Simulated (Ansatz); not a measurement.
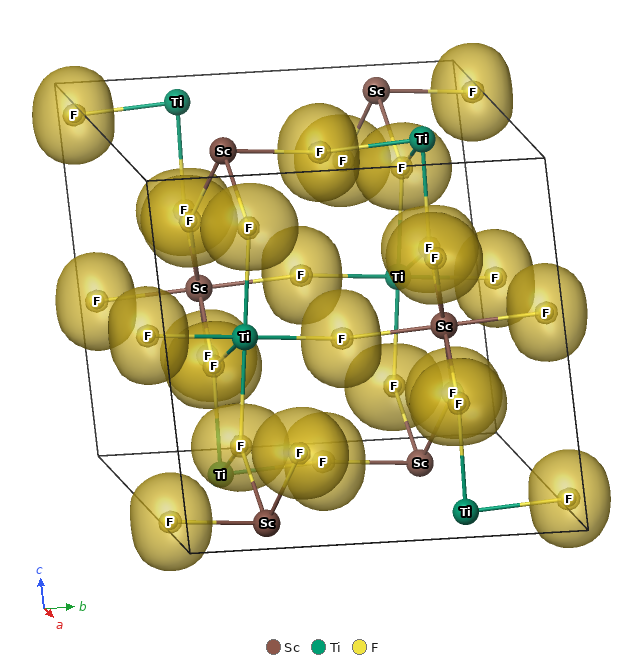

ScTiF5. Isosurface of the electron localisation function at 0.6 (yellow), seen slightly off an axis. Only the valence region is drawn (cores and ρ < 0.01 e/Å³ removed). Sticks mark near contacts.

Space group C2/c; a generated structure, not necessarily the stable one; spin-polarised.

Theory: DFT PBE, scalar-relativistic, plane waves, PAW (Ansatz 0.2.0).

> Where are the electrons localised?

At this value the surface marks out 20 regions wrapped around F (the valence shell of each), counted in one cell of 28 atoms. Regions shared between cells count once. Along the contacts the grid gives the following. Sc–F (1.99 Å): the ELF peaks at about 0.80 in the valence shell of F, 0.5 Å from its nucleus, and drops to about 0.10 between the two atoms; no localised pair shows between them. Ti–F (2.03 Å): the ELF peaks at about 0.80 in the valence shell of F, 0.6 Å from its nucleus, and is about 0.10 at the midpoint: no shared electron pair shows on this line.
